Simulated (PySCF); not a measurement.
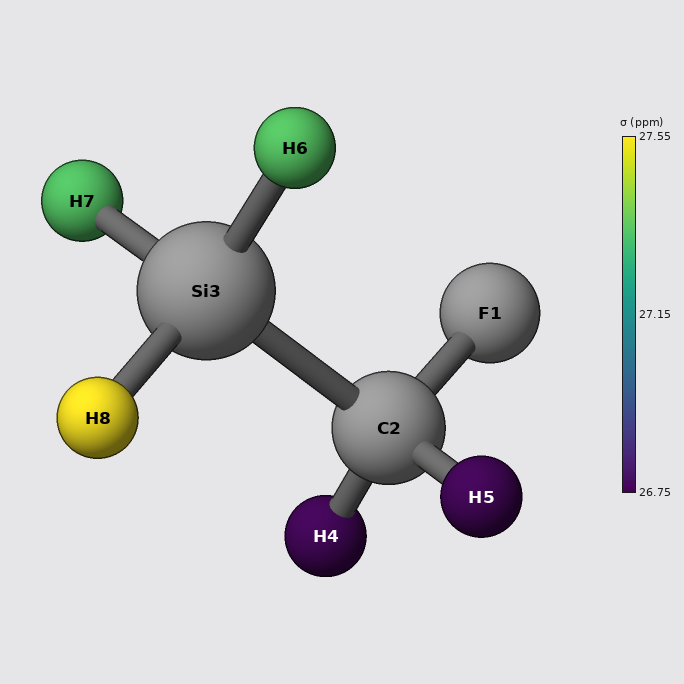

Atoms are coloured by their isotropic NMR shieldings (H only, the others grey). The computed structure is the end point of a PBE0-D3(BJ)/def2-SVP optimisation. No frequency run is at hand to confirm it as a minimum. Properties computed with GIAO ωB97X-D/pcSseg-2 NMR shielding, non-relativistic, gas phase (PySCF 2.14.0).

List the isotropic NMR shieldings of the H atoms.

```tsv
atom	σ (ppm)
H4	26.77
H5	26.77
H6	27.34
H7	27.34
H8	27.55
```
